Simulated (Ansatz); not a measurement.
**CsPbBr3 (Pm-3m): how ε∞ follows the gap**

The empty bands of CsPbBr3 (Pm-3m) are shifted up rigidly by Δ, and ε∞ is computed for each shift.

Cell: a, b, c = 5.870, 5.870, 5.870 Å (primitive vectors), 5 atoms.

Method: Ansatz 0.2.0, r2SCAN, independent particles, k-mesh 4×4×4 with interpolation inside its cells, Gaussian parameter 0.1 eV.

Launch of the response step: `ansatz run input.yaml --threads 4 --pin off --max-ram 8192MiB --backend cpu --events-out ev --progress --plain --runs-dir out`. The series took 5.6 min in all, on 4 threads of Intel(R) Xeon(R) Processor @ 2.50GHz (Skylake/Cascade Lake), with other jobs on the host.

| Δ (eV) | ε∞ |
| --- | --- |
| 0.00 | 4.485 |
| 0.40 | 4.244 |
| 0.80 | 4.041 |
| 1.20 | 3.867 |
| 1.60 | ? |
| 2.00 | 3.581 |

With one effective transition at E₀ and fixed dipole strength, ε∞ − 1 = A/(E₀ + Δ), so 1/(ε∞ − 1) is linear in Δ.

Working, on the rows shown:

| x = Δ (eV) | y = 1/(ε∞ − 1) |
| --- | --- |
| 0 | 0.286944 |
| 0.4 | 0.308261 |
| 0.8 | 0.328839 |
| 1.2 | 0.348797 |
| 2 | 0.387447 |

Means: x̄ = 0.88, ȳ = 0.33206. Σ(x − x̄)(y − ȳ) = 0.1188, Σ(x − x̄)² = 2.368. Slope = 0.1188 / 2.368 = 0.05016; intercept = ȳ − slope · x̄ = 0.28792. Turned back into ε∞, the line misses the rows shown by at most 0.012.

Question: Predict the last column of the withheld row from the fit.

Answer: At x = 1.6 the line gives y = 0.36817, that is 3.716. The run gave 3.715, so the interpolation is off by 0.0011, 0.1 % of the range in the table.

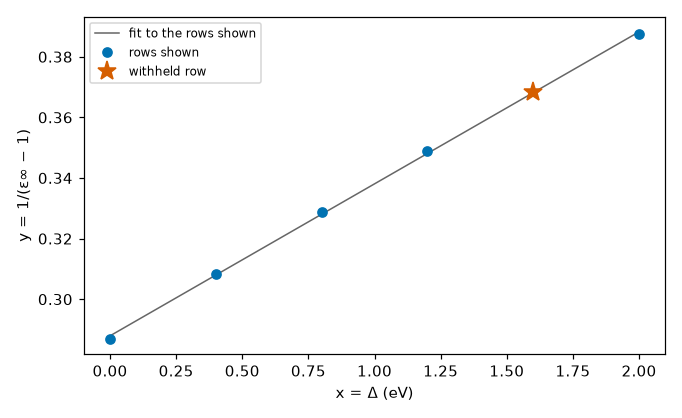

Refitted with all rows, the slope is 0.05019 and the intercept 0.28791. These give E₀ = intercept/slope = 5.7 eV, far above the least direct gap of 1.89 eV: most of the screening comes from transitions well over the edge. Over the first step ε∞ falls by 13 % per eV. Excitons are left out and so are local fields. Spin-orbit coupling is left out.
